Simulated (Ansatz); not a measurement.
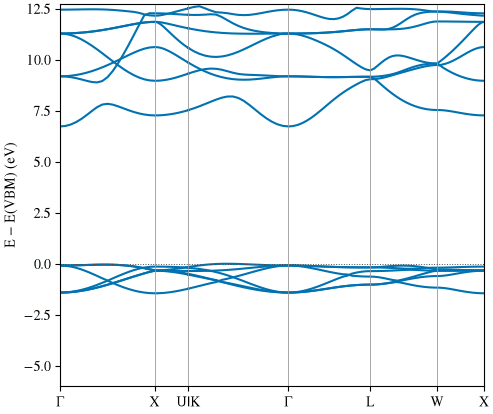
Fig. 1. Band structure from plane-wave PAW PBE (Ansatz code)

Read off the gap and where the band edges lie.

About 6.7 eV (6.73 eV by a search for the band edges); maximum on the K–Γ line, 39 % of the way from K, minimum at Γ.

The material is BaF2 (fluorite, Fm-3m).

The cell was relaxed with PBE under the symmetry of its start. Scalar-relativistic: spin–orbit coupling is off unless named, which matters more the heavier the elements.

Potentials: the earlier of the program's two PAW sets.
